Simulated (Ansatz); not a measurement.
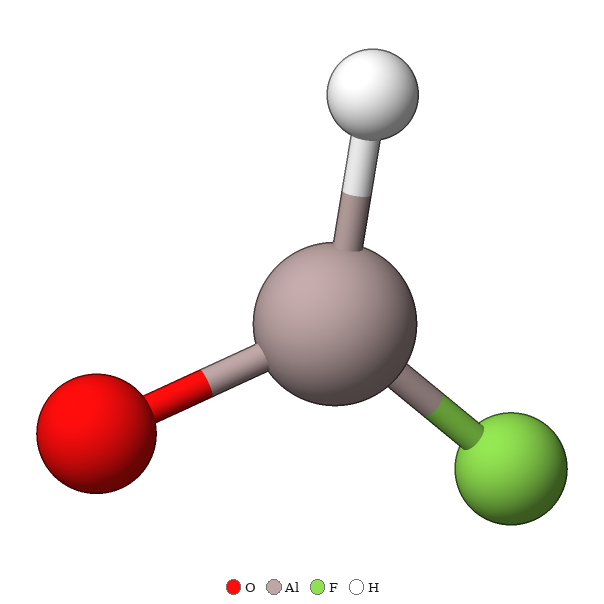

Rendered structure (ball-and-stick style). Every bond is drawn as one stick, whatever its order.

State: neutral, doublet. Computed geometry: PBE0-D4/def2-TZVP optimisation.

Description:

Formula AlFHO. SMILES: `[O][AlH][F]`. The point group is Cs. It is an open-shell species. All atoms lie on one plane. Coordination: 1 Al trigonal planar.

More results for the same structure follow; atom numbers are the same in all pictures, views and colours differ.

### Geometry

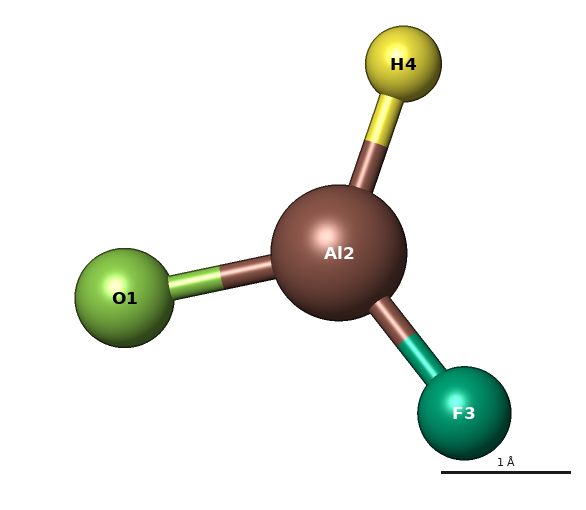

Atoms carry their numbers in the input.

Give the bond lengths.

```json
{"bond": "O1–Al2", "length (Å)": "1.731"}
{"bond": "Al2–F3", "length (Å)": "1.641"}
{"bond": "Al2–H4", "length (Å)": "1.564"}
```

### Dipole moment

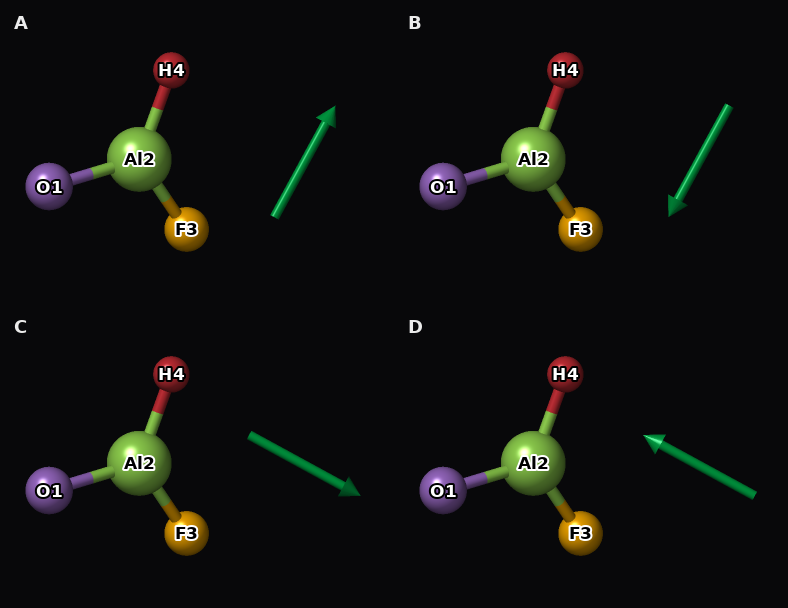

The same molecule four times, each with an arrow. Properties computed with UKS B3LYP-D4/def2-TZVPP (Ansatz 0.2.0).

**Which arrow points along the dipole moment, from the negative to the positive end?**

A. The dipole moment is 1.42 D; it points from the side of O1 to the side of H4 (the outermost atoms at the two ends).

### Charges

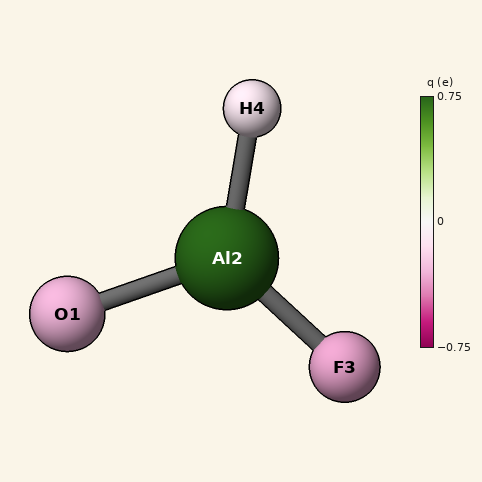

Atoms are coloured by their Mulliken charges. Properties computed with UKS ωB97M-V/def2-TZVPP (Ansatz 0.2.0).

Give the Mulliken charges atom by atom.

```csv
atom,value (e)
O1,−0.30
Al2,0.73
F3,−0.34
H4,−0.09
```

### Vibrations

Harmonic vibrations computed with UKS PBE0-D4/def2-TZVP (Ansatz 0.2.0) at a stationary point of the same level.

**List the wavenumbers.**

6 modes: 219, 476, 598, 759, 905, 2014 cm⁻¹.

Mulliken values depend strongly on the basis set and can even reverse the polarity of a bond.
